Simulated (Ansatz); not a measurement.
The starting structures come from a database of crystals and need not be the phases stable at ambient conditions.

 Where the default PAW files enter, the runs use the earlier of Ansatz's two default sets.

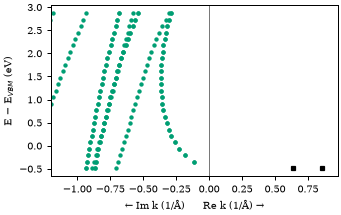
Figure. Complex bands at the centre of the two-dimensional zone; r2SCAN run with Ansatz (a quantum-chemistry and plane-wave program)

No gap correction and no spin-orbit coupling; mid-gap values are interpolated between computed energies.

Task: This is CsH (Fm-3m, rock salt, not sure to be the ambient phase, 2 atoms a cell, 31.5 Å³ an atom) along the normal of (110). Read off the slowest decay at the centre of the two-dimensional zone at 1.33 eV, the computed energy nearest the middle of the gap.

Result: κ ≈ 0.37 1/Å, a decay length 1/(2κ) of the density of 1.4 Å.
